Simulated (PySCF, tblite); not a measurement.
# C5H11BO3Si: geometry, infrared bands and NMR shifts

Aim: predict the infrared bands and NMR shifts of C5H11BO3Si (`CCOB1OCOC=C1[SiH3]`).

Computed with tblite 0.8.0 and PySCF 2.14.0, with density-fitted response routines of our own, on a single molecule in the gas phase. Atoms count from 0, in the outputs and in this text.

**1. The starting structure**

21 atoms, charge 0, multiplicity 1; geometry from: force field or distance geometry start.

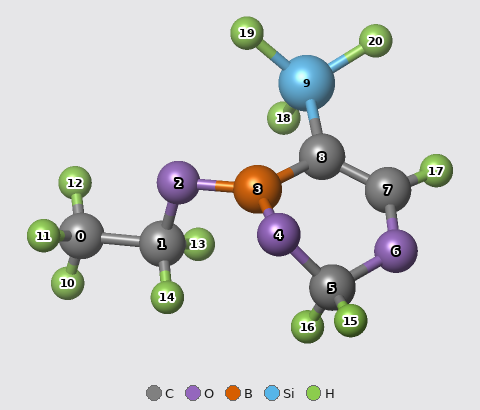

As it starts; carbon grey, oxygen purple, boron orange, silicon blue, hydrogen green, atoms numbered.

**2. Optimising the geometry with GFN2-xTB**

What the job is given:

```
{"job": {"kind": "relax", "xc": "GFN2-xTB", "basis": "xTB"}, "charge": 0, "multiplicity": 1}
C      3.015000    -0.830800    -0.558900
C      1.678600    -0.077000    -0.487800
O      1.184700    -0.190500     0.836400
B     -0.128000     0.507700     0.889700
O     -0.210500     1.954800     1.135000
C     -0.936500     2.524200     0.049000
O     -2.242000     1.946200    -0.054600
C     -2.437800     0.562500     0.078300
C     -1.452400    -0.228300     0.517300
Si    -1.604500    -2.065600     0.536400
H      3.416600    -0.753800    -1.587600
H      3.730900    -0.391900     0.158100
H      2.847900    -1.898400    -0.299600
H      0.992800    -0.540700    -1.224500
H      1.870000     0.992400    -0.747200
H     -1.044300     3.615000     0.244500
H     -0.381500     2.407700    -0.908400
H     -3.404600     0.130900    -0.198400
H     -1.140700    -2.592200    -0.753500
H     -0.758100    -2.610600     1.616000
H     -3.004700    -2.444800     0.759300
```

The run is started by

```sh
OMP_NUM_THREADS=1 python probes_run.py task.json out
```

This one command runs all jobs of the session in turn.

What it wrote:

```text
step      E/eV     max force
  0    -856.78630    2.592
  1    -857.06186    1.482
  2    -857.22719    0.841
  3    -857.27106    0.662
  4    -857.32026    0.485
  5    -857.33530    0.395
  6    -857.36193    0.370
  7    -857.37602    0.324
  8    -857.38776    0.325
  9    -857.39857    0.359
 10    -857.41254    0.391
 11    -857.43126    0.413
 12    -857.45635    0.434
 13    -857.48625    0.495
 14    -857.51713    0.492
 15    -857.54355    0.496
 16    -857.56733    0.452
 17    -857.58866    0.493
 18    -857.60677    0.361
 19    -857.61820    0.521
 20    -857.62841    0.437
 21    -857.64581    0.353
 22    -857.67520    0.344
 23    -857.71388    0.415
 24    -857.74928    0.560
 25    -857.77547    0.505
 26    -857.83463    0.596
 27    -857.86561    0.704
 28    -857.90518    0.828
 29    -857.93178    0.444
 30    -857.95682    0.394
 31    -857.98796    0.519
 32    -858.01414    0.450
 33    -858.03974    0.406
 34    -858.06013    0.350
 35    -858.08526    0.367
 36    -858.10726    0.351
 37    -858.12552    0.255
 38    -858.14144    0.263
 39    -858.15972    0.277
 40    -858.17576    0.312
 41    -858.18301    0.311
 42    -858.19342    0.298
 43    -858.20132    0.254
 44    -858.21339    0.210
 45    -858.22138    0.229
 46    -858.23044    0.225
 47    -858.23695    0.232
 48    -858.24376    0.196
 49    -858.25070    0.200
 50    -858.25780    0.186
 51    -858.26345    0.157
 52    -858.26765    0.142
 53    -858.27102    0.124
 54    -858.27373    0.107
 55    -858.27652    0.121
 56    -858.27979    0.121
 57    -858.28354    0.149
 58    -858.28817    0.162
 59    -858.29340    0.142
 60    -858.29724    0.136
 61    -858.29995    0.102
 62    -858.30256    0.100
 63    -858.30508    0.105
 64    -858.30715    0.096
 65    -858.30871    0.103
 66    -858.31006    0.104
 67    -858.31149    0.101
 68    -858.31310    0.093
 69    -858.31492    0.099
 70    -858.31739    0.118
 71    -858.32068    0.130
 72    -858.32489    0.141
 73    -858.32913    0.147
 74    -858.33305    0.145
 75    -858.33575    0.239
 76    -858.33845    0.096
 77    -858.34015    0.081
 78    -858.34177    0.085
 79    -858.34325    0.092
 80    -858.34497    0.089
 81    -858.34665    0.083
 82    -858.34819    0.079
 83    -858.34950    0.086
 84    -858.35063    0.081
 85    -858.35131    0.074
 86    -858.35213    0.062
 87    -858.35276    0.051
 88    -858.35349    0.052
 89    -858.35407    0.051
 90    -858.35457    0.047
 91    -858.35483    0.032
 92    -858.35503    0.029
 93    -858.35517    0.024
 94    -858.35526    0.021
 95    -858.35531    0.018
 96    -858.35535    0.016
 97    -858.35541    0.018
 98    -858.35547    0.018
 99    -858.35552    0.016
100    -858.35556    0.013
101    -858.35560    0.019
102    -858.35565    0.020
103    -858.35570    0.021
104    -858.35576    0.027
105    -858.35583    0.027
106    -858.35593    0.030
107    -858.35605    0.034
108    -858.35617    0.023
109    -858.35626    0.020
110    -858.35633    0.021
111    -858.35643    0.025
112    -858.35656    0.029
113    -858.35668    0.020
114    -858.35674    0.015
115    -858.35678    0.014
116    -858.35682    0.015
117    -858.35686    0.014
118    -858.35691    0.019
119    -858.35695    0.019
120    -858.35699    0.015
121    -858.35703    0.016
122    -858.35706    0.015
123    -858.35709    0.009
```

Wall time 1.9 s (1 thread of Arm Neoverse N1, shared host).

Along the way: (not every step is listed)

| step | energy from step 0 (eV) | largest force (eV/Å) |
| --- | --- | --- |
| 0 | 0.0000 | 2.5921 |
| 1 | -0.2756 | 1.4821 |
| 2 | -0.4409 | 0.8411 |
| 3 | -0.4848 | 0.6621 |
| 4 | -0.5340 | 0.4848 |
| 5 | -0.5490 | 0.3954 |
| 6 | -0.5756 | 0.3703 |
| 7 | -0.5897 | 0.3237 |
| 8 | -0.6015 | 0.3250 |
| 19 | -0.8319 | 0.5215 |
| 30 | -1.1705 | 0.3943 |
| 41 | -1.3967 | 0.3112 |
| 52 | -1.4814 | 0.1421 |
| 63 | -1.5188 | 0.1047 |
| 74 | -1.5467 | 0.1451 |
| 85 | -1.5650 | 0.0737 |
| 96 | -1.5691 | 0.0158 |
| 107 | -1.5697 | 0.0337 |
| 118 | -1.5706 | 0.0193 |
| 119 | -1.5707 | 0.0189 |
| 120 | -1.5707 | 0.0145 |
| 121 | -1.5707 | 0.0156 |
| 122 | -1.5708 | 0.0149 |
| 123 | -1.5708 | 0.0085 |

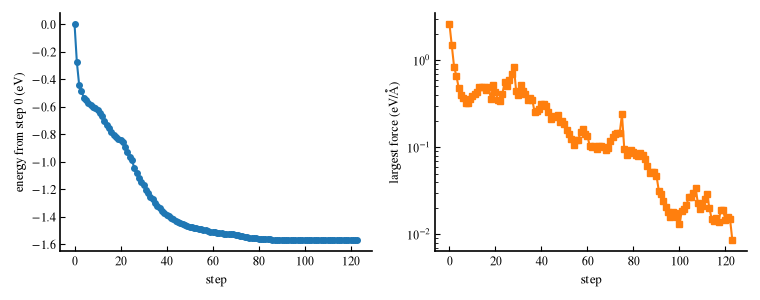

Energy and force, step by step.

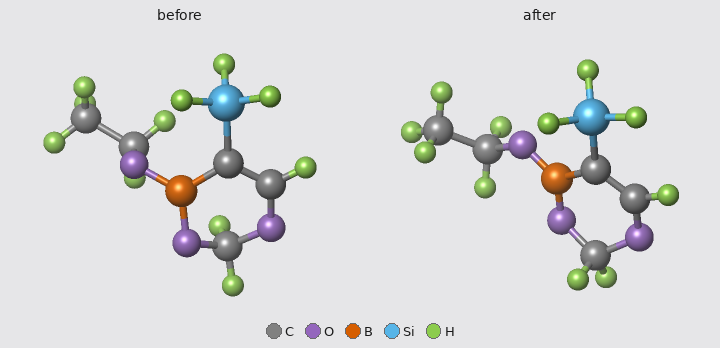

Before and after, at one scale.

Close pairs (by a distance rule), those that changed most:

| bond | before (Å) | after (Å) | change (Å) |
| --- | --- | --- | --- |
| O2–B3 | 1.488 | 1.339 | -0.148 |
| B3–O4 | 1.470 | 1.386 | -0.084 |
| O6–C7 | 1.404 | 1.365 | -0.038 |
| O4–C5 | 1.425 | 1.388 | -0.037 |
| C5–O6 | 1.431 | 1.402 | -0.029 |
| C8–Si9 | 1.844 | 1.869 | +0.026 |
| C0–H12 | 1.111 | 1.087 | -0.025 |
| C1–H14 | 1.117 | 1.095 | -0.022 |

The next job starts from the end point, and lists it.

**3. Harmonic vibrations with GFN2-xTB**

What the job is given:

```
{"job": {"kind": "ir", "xc": "GFN2-xTB", "basis": "xTB"}, "charge": 0, "multiplicity": 1}
C      3.213919    -0.858163    -0.299056
C      2.090275    -0.049586    -0.933880
O      0.843612    -0.488546    -0.425474
B     -0.172396     0.331219    -0.126115
O     -0.073979     1.698303    -0.333596
C     -1.129557     2.487251     0.103113
O     -2.411928     1.942290    -0.055769
C     -2.549876     0.622551     0.266176
C     -1.538898    -0.245625     0.351732
Si    -1.780255    -2.047432     0.787339
H      4.169382    -0.551565    -0.716350
H      3.228579    -0.700188     0.776374
H      3.063127    -1.917121    -0.491059
H      2.082383    -0.202503    -2.020047
H      2.218445     1.019248    -0.733834
H     -0.977444     2.717023     1.177487
H     -1.123195     3.420646    -0.472294
H     -3.596456     0.382659     0.408520
H     -1.371607    -2.911686    -0.320809
H     -0.989051    -2.373646     1.978564
H     -3.203999    -2.258185     1.078508
```

What it wrote:

```text
mode    cm-1     km/mol
  1      11.6      0.07
  2      64.2      0.29
  3      80.2      0.62
  4      86.5      1.13
  5     103.9      2.07
  6     168.8      1.11
  7     175.6      1.32
  8     208.1      0.61
  9     235.4      4.83
 10     298.2      2.67
 11     352.3      9.89
 12     384.1      6.32
 13     407.1      1.67
 14     518.7     18.23
 15     537.4     12.22
 16     560.5     38.87
 17     605.9     29.27
 18     610.9    132.75
 19     729.2     21.25
 20     772.6    190.71
 21     782.7    153.73
 22     788.0    470.36
 23     829.0      5.53
 24     851.4      9.30
 25     919.5     14.51
 26     945.1     12.05
 27     972.7     24.13
 28    1052.6     15.91
 29    1069.0     69.49
 30    1085.4     20.55
 31    1108.0     22.41
 32    1129.8     68.15
 33    1147.7     47.89
 34    1200.1    455.54
 35    1245.5     64.99
 36    1252.5     35.48
 37    1282.2    151.66
 38    1310.7    294.31
 39    1345.0    123.46
 40    1366.3     13.97
 41    1398.6      2.11
 42    1467.1      1.12
 43    1474.7      0.85
 44    1477.4      3.54
 45    1494.7      3.21
 46    1627.1    392.68
 47    2218.5    350.86
 48    2233.4    302.48
 49    2261.6    240.21
 50    2772.3     95.51
 51    2903.8     44.08
 52    2935.6     36.72
 53    2938.2     29.75
 54    3030.2     38.12
 55    3044.2     24.33
 56    3044.9     33.87
 57    3051.0     22.00
```

It took 1.6 s on 1 thread of Arm Neoverse N1, shared host.

The strongest bands and the atoms that carry them (share of the mass-weighted mode):

| cm⁻¹ | km/mol | atoms |
| --- | --- | --- |
| 773 | 190.7 | H20 57 %, H19 20 %, H18 19 % |
| 788 | 470.4 | H19 34 %, H20 30 %, H18 26 % |
| 1200 | 455.5 | B3 26 %, O6 20 %, H17 18 % |
| 1311 | 294.3 | B3 27 %, H14 21 %, H17 12 %, O2 11 % |
| 1627 | 392.7 | C7 49 %, C8 47 % |
| 2218 | 350.9 | H20 95 % |
| 2233 | 302.5 | H19 93 % |
| 2262 | 240.2 | H18 95 % |

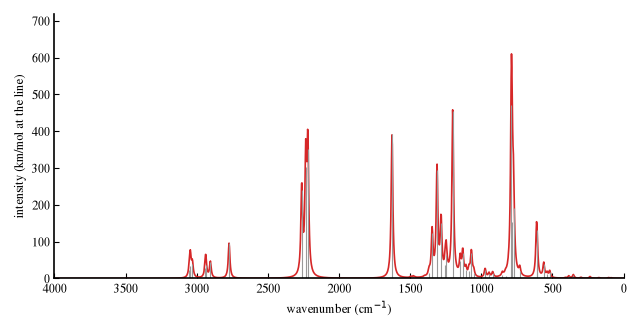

The infrared spectrum from these modes, unscaled. Lines are broadened to a width of 14 cm⁻¹ (Lorentzian).

**4. Shielding tensors: PBE0/pcSseg-1**

The job, as its differences from that of step 3:

```diff
@@ -1,2 +1,2 @@
-{"job": {"kind": "ir", "xc": "GFN2-xTB", "basis": "xTB"}, "charge": 0, "multiplicity": 1}
+{"job": {"kind": "nmr", "xc": "PBE0", "basis": "pcSseg-1"}, "charge": 0, "multiplicity": 1}
 C      3.213919    -0.858163    -0.299056
```

Method: GIAO PBE0/pcSseg-1 NMR shielding, non-relativistic, gas phase.

What it wrote:

```text
coarse grid: 18224 points
cycle   1  E = -736.3110635543  dE =  1.495e+00  |g| = 9.167e-01  |ddm| = 4.048e+00
cycle   2  E = -736.1581546848  dE =  1.529e-01  |g| = 1.287e+00  |ddm| = 1.473e+00
cycle   3  E = -736.4642902424  dE = -3.061e-01  |g| = 1.419e-01  |ddm| = 9.534e-01
cycle   4  E = -736.4677797871  dE = -3.490e-03  |g| = 6.886e-02  |ddm| = 1.612e-01
cycle   5  E = -736.4686689660  dE = -8.892e-04  |g| = 1.913e-02  |ddm| = 5.994e-02
cycle   6  E = -736.4687386540  dE = -6.969e-05  |g| = 6.408e-03  |ddm| = 1.892e-02
cycle   7  E = -736.4687479557  dE = -9.302e-06  |g| = 1.396e-03  |ddm| = 5.736e-03
final grid: 171896 points
cycle   8  E = -736.5569205254  dE = -3.330e-05  |g| = 1.562e-02  |ddm| = 2.925e-02
cycle   9  E = -736.5568609690  dE =  5.956e-05  |g| = 2.402e-02  |ddm| = 2.251e-02
cycle  10  E = -736.5569635051  dE = -1.025e-04  |g| = 2.097e-03  |ddm| = 1.473e-02
cycle  11  E = -736.5569644520  dE = -9.469e-07  |g| = 4.267e-04  |ddm| = 1.788e-03
cycle  12  E = -736.5569644855  dE = -3.348e-08  |g| = 1.754e-04  |ddm| = 5.070e-04
cycle  13  E = -736.5569644922  dE = -6.716e-09  |g| = 3.986e-05  |ddm| = 1.612e-04
cycle  14  E = -736.5569644925  dE = -2.551e-10  |g| = 1.727e-05  |ddm| = 3.769e-05
converged SCF energy = -736.5569644925

GIAO shielding tensors (ppm)
atom      isotropic    diamagn.    paramagn.     s11        s22        s33       span
  0 C      167.331     247.057     -79.726    150.233    166.203    185.557     35.324
  1 C      124.781     243.225    -118.444     92.431    115.073    166.840     74.409
  2 O      206.110     400.032    -193.922     94.131    221.830    302.368    208.236
  3 B       78.057     197.634    -119.576     62.611     75.329     96.232     33.621
  4 O      200.575     400.494    -199.919     66.623    247.389    287.713    221.089
  5 C       94.419     240.890    -146.470     72.947     98.022    112.289     39.342
  6 O      157.581     395.615    -238.034     30.288    173.995    268.459    238.171
  7 C       13.169     250.569    -237.400   -107.856     53.294     94.068    201.924
  8 C       85.401     269.040    -183.639     -9.471     78.916    186.758    196.229
  9 Si     425.456     881.621    -456.165    397.665    413.111    465.591     67.926
 10 H       30.684      26.707       3.977     26.609     27.664     37.780     11.171
 11 H       30.406      30.321       0.085     26.846     29.007     35.366      8.520
 12 H       30.035      29.352       0.683     26.286     28.489     35.330      9.044
 13 H       27.750      30.046      -2.295     22.515     27.602     33.133     10.618
 14 H       27.030      31.413      -4.383     21.062     29.486     30.544      9.482
 15 H       25.941      29.673      -3.732     20.898     26.031     30.895      9.997
 16 H       25.886      27.703      -1.817     20.948     26.024     30.685      9.737
 17 H       24.435      30.196      -5.761     20.878     24.425     28.002      7.124
 18 H       27.396      30.108      -2.712     23.965     26.210     32.014      8.050
 19 H       27.487      29.954      -2.467     24.253     25.938     32.270      8.017
 20 H       27.799      29.481      -1.682     24.666     26.216     32.515      7.849
```

Run time: 1.8 min. Hardware: 1 thread of Arm Neoverse N1, shared host; peak memory 1.1 GiB.

The references, computed at this level on geometries of the same kind, shield at (ppm): 1H TMS 31.72, 13C TMS 186.9, 29Si TMS 349.2, 17O H2O 336.1, 11B BF3·OEt2 100.1. Their shielding less the atom's gives the shift. The references are single molecules in the gas phase, so shifts against H2O, NH3, PH3, H3PO4 or CFCl3 are not on the usual liquid scales and can be off by tens of ppm. Atoms listed in one row are averaged.

| atoms | environment | σ (ppm) | δ (ppm) | δ scaled to CDCl3 |
| --- | --- | --- | --- | --- |
| C7 | alkene carbon bearing oxygen | 13.2 | 173.8 | 167.7 |
| C8 | β carbon of an enol-ether or enamine type C=C | 85.4 | 101.5 | 97.2 |
| C5 | sp3 carbon bearing two oxygens | 94.4 | 92.5 | 88.4 |
| C1 | sp3 CH2 bonded to O | 124.8 | 62.1 | 58.7 |
| C0 | methyl carbon | 167.3 | 19.6 | 17.2 |
| H17 | hydrogen on an alkene carbon bearing oxygen | 24.44 | 7.28 | 6.97 |
| H15, H16 | hydrogen on an sp3 carbon bearing two oxygens | 25.91 | 5.80 | 5.58 |
| H13, H14 | hydrogen on an sp3 CH2 bonded to O | 27.39 | 4.33 | 4.18 |
| H18, H19, H20 | hydrogen on a silicon bonded to C | 27.56 | 4.16 | – |
| H10, H11, H12 | hydrogen on a methyl carbon | 30.38 | 1.34 | 1.37 |
| O6 | ether oxygen | 157.6 | 178.5 | – |
| O4 | oxygen bonded to C, B, in a 6-membered ring | 200.6 | 135.5 | – |
| O2 | oxygen bonded to C, B | 206.1 | 130.0 | – |
| B3 | boron bonded to C, 2 O, in a 6-membered ring | 78.1 | 22.0 | – |
| Si9 | silicon bonded to C, 3 H | 425.5 | -76.3 | – |

The scaled column applies a straight-line fit of computed shieldings to shifts measured in CDCl3 (root-mean-square error 0.16 ppm for H, 1.9 ppm for C).

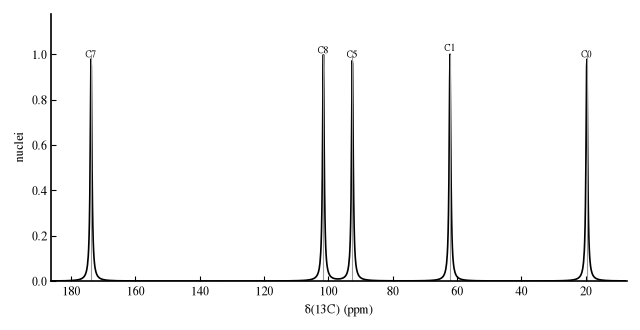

13C lines at the computed shifts, without couplings. Lines are broadened to a width of 0.62 ppm (Lorentzian).

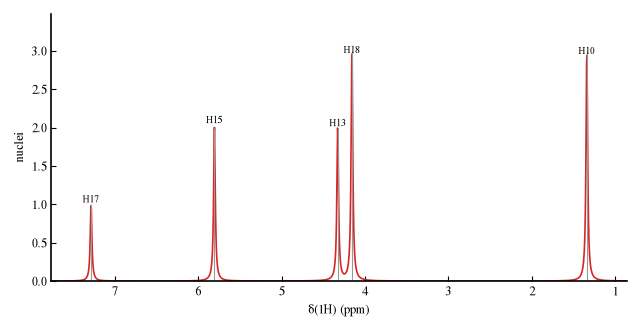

1H lines at the computed shifts, without couplings. Lines are broadened to a width of 0.02 ppm (Lorentzian).

Charges from the same density, by scheme (e):

```csv
atoms,Mulliken,IAO,Hirshfeld,ESP fit
C0,-0.28,-0.42,-0.12,-0.33
C1,0.02,-0.04,0.02,0.36
O2,-0.50,-0.39,-0.16,-0.52
B3,0.74,0.46,0.22,0.95
O4,-0.52,-0.42,-0.18,-0.58
C5,0.33,0.14,0.08,0.41
O6,-0.46,-0.34,-0.11,-0.46
C7,0.23,0.11,0.05,0.39
C8,-0.74,-0.52,-0.22,-0.74
Si9,0.56,0.63,0.30,0.35
```

Hirshfeld charges:

C0 -0.12; C1 0.02; O2 -0.16; B3 0.22; O4 -0.18; C5 0.08; O6 -0.11; C7 0.05; C8 -0.22; Si9 0.30; H10 0.05; H11 0.04; H12 0.04; H13 0.04; H14 0.04; H15 0.04; H16 0.06; H17 0.06; H18 -0.08; H19 -0.08; H20 -0.08

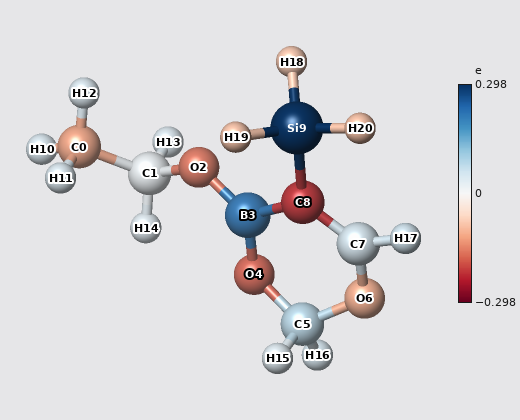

Hirshfeld charges, as colours on the atoms.

Mayer bond orders: C0–C1 1.07, C1–O2 0.85, O2–B3 1.20, B3–O4 1.07, O4–C5 0.94, C5–O6 0.92, O6–C7 1.03, C7–C8 1.79, C8–Si9 0.89, C8–B3 0.90.

Ring of atoms B3, O4, C5, O6, C7, C8: NICS(0) -0.4, NICS(1) -1.4, NICS(1)zz 1.8 ppm (means of both faces).

The fields below are evaluated on a grid from the run's orbitals.

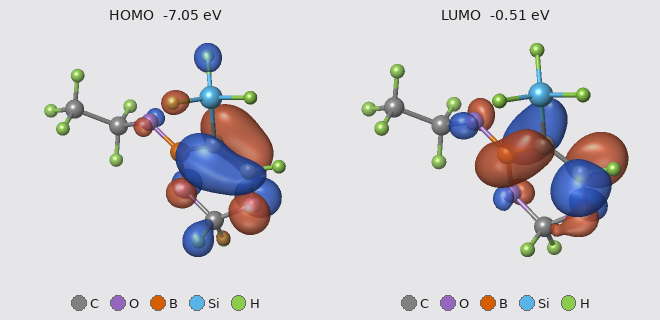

PBE0/pcSseg-1 orbitals near the gap, drawn at the value that encloses 70 % of each; the two colours are the two signs.

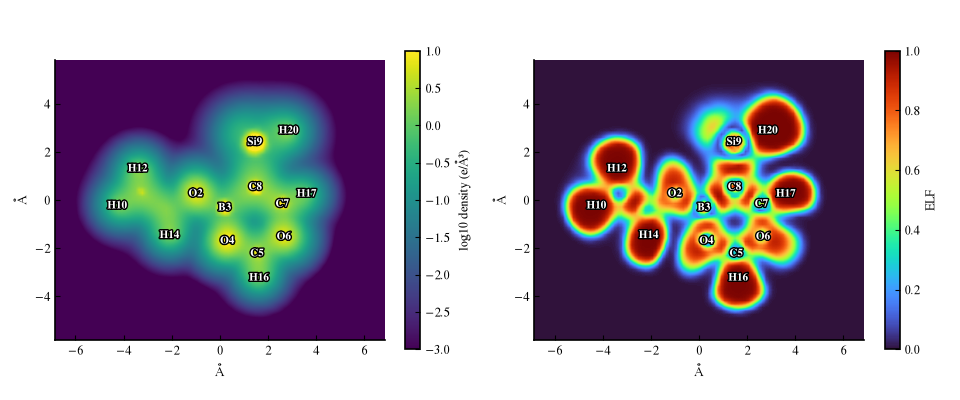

Density (left) and ELF (right) in a plane through or near 14 of the atoms.

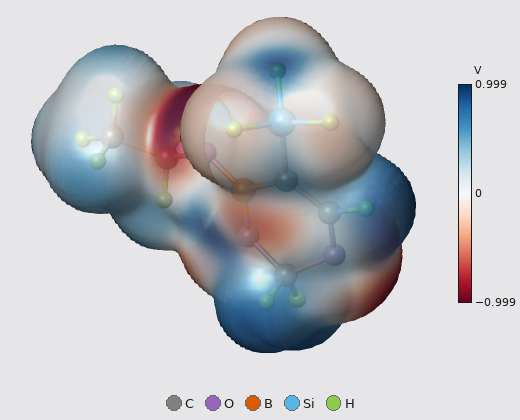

The potential that a unit positive charge feels on the 0.002 e/bohr³ surface, from -1.00 V near O2 to 0.94 V near H16.

**5. What came out**

```
                                                              quantity                               value
                             strongest single infrared mode (GFN2-xTB)                788 cm⁻¹, 470 km/mol
                                          zero-point energy (GFN2-xTB)                       97.2 kcal/mol
                                13C shifts against TMS (PBE0/pcSseg-1)  173.8, 101.5, 92.5, 62.1, 19.6 ppm
1H shifts against TMS (PBE0/pcSseg-1, means over atoms taken as alike)    7.28, 5.80, 4.33, 4.16, 1.34 ppm
                                17O shifts against H2O (PBE0/pcSseg-1)             178.5, 135.5, 130.0 ppm
                           11B shifts against BF3·OEt2 (PBE0/pcSseg-1)                            22.0 ppm
                               29Si shifts against TMS (PBE0/pcSseg-1)                           -76.3 ppm
                                 surface potential, least and greatest                  -1.00 V and 0.94 V
```

Relaxing lowered the energy by 1.571 eV in 123 steps; the close pair that moved most is O2–B3, from 1.488 to 1.339 Å. No mode is imaginary among the 57: a minimum at this level. The strongest single mode, at 788 cm⁻¹, is spread over several atoms, H19, H20, H18 among them. Unscaled tight-binding wavenumbers are off by several per cent, some by more. Its intensities can rank the bands wrongly. The most deshielded carbon is C7 (alkene carbon bearing oxygen), at 173.8 ppm: an sp2 carbon further deshielded by the attached heteroatom. H17 (hydrogen on an alkene carbon bearing oxygen) lies farthest downfield among hydrogen, at 7.28 ppm; attached to an sp2 carbon and in the plane of the double bond. At PBE0/pcSseg-1: Shielding is most anisotropic at O6 (span 238 ppm, paramagnetic term -238 ppm). At PBE0/pcSseg-1, counted by nearest atom on the grid, the HOMO lies on C8 35 %; O6 22 %, the LUMO on C7 33 %; C8 19 %.
